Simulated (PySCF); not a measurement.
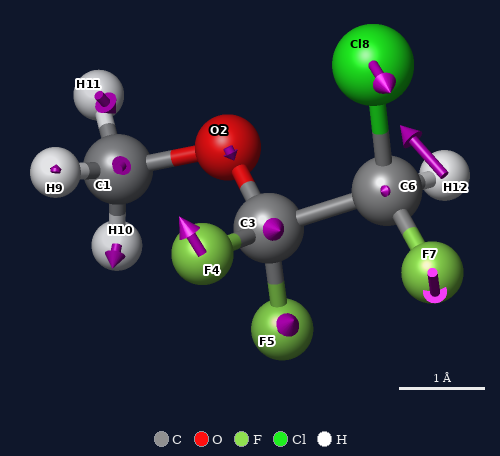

A relaxation of C3H4ClF3O. The starting structure is drawn; purple arrows show the displacements, 10 times their true length. The two geometries are superimposed by the best rigid fit.

A ball-and-stick model, seen at a tilt.

The start comes from GFN2-xTB. Its atoms were then displaced at random by about 0.01 Å.

Method: PySCF 2.14.0, density-fitted response routines, PBE0-D3(BJ)/def2-SVP geometry optimisation, gas phase. 

Q: Describe the change and its energy.

A: After 8 geometry steps the energy has fallen by 0.089 eV. The largest moves after the best rigid fit, 0.084 Å, are those of F7 and H12. By element the largest moves are F 0.084 Å, H 0.084 Å, Cl 0.070 Å, C 0.037 Å, O 0.018 Å. Some distances before and after: C3–C6 1.559 → 1.532 Å, C1–H11 1.121 → 1.096 Å, C1–H9 1.076 → 1.100 Å, C6–F7 1.362 → 1.343 Å. Bond angles that change, for instance: H9–C1–H10 112.0° → 109.7°, F4–C3–C6 108.5° → 110.7°, O2–C3–F4 114.4° → 112.3°.
